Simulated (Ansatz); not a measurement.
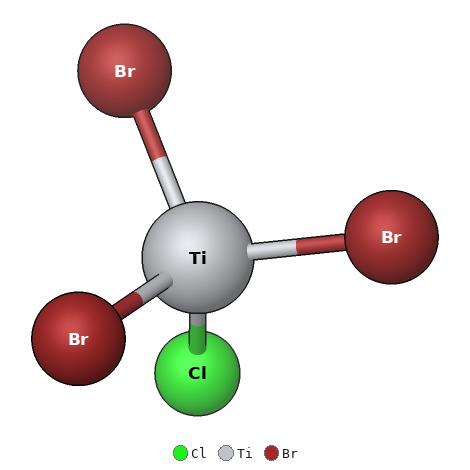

A molecule with one transition-metal atom. The species is neutral and a spin singlet. The computed structure is the end point of a PBE-D4/def2-SVP optimisation. No frequency run is at hand to confirm it as a minimum.

Question. Describe the coordination sphere.

Answer. Ti binds 4 atoms: 1 Cl at 2.17 Å, 3 Br at 2.33 Å. The arrangement is tetrahedral.

Question. What are the formal oxidation state of the metal and its number of d electrons?

Answer. Ti(IV), d⁰, counting the ligands as closed-shell ions or neutral donors.
